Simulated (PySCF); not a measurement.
System: C₇H₁₃F₅Si₂, SMILES FC(F)(F)C(F)(F)CC[Si@@H]1CCC[SiH2]1.

Simulated rotational absorption lines between 6 and 18 GHz at 1.5 K: rigid rotor with the equilibrium constants and dipole of one optimised conformer (PBE0-D3(BJ)/def2-SVP, PySCF 2.14.0), commonest isotopes; no centrifugal distortion, hyperfine structure, internal rotation or nuclear-spin weights; lines within 1 MHz of each other are summed.

> What are the rotational constants, and what kind of rotor is it?

Rotational constants A, B, C = 1.045, 0.3026, 0.2789 GHz; Ray's κ = −0.94, a near-prolate asymmetric top.

> Which dipole components drive the lines?

|μa|, |μb|, |μc| = 1.24, 1.82, 1.65 D; b-type lines carry 48 % of the intensity in this range.

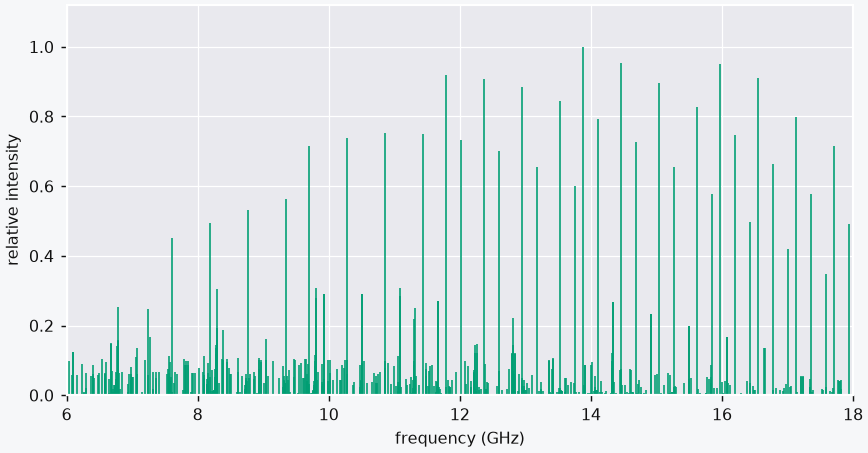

Note: coarse grid, loose stop and no frequency check, small forces are noise and the end may be a saddle.
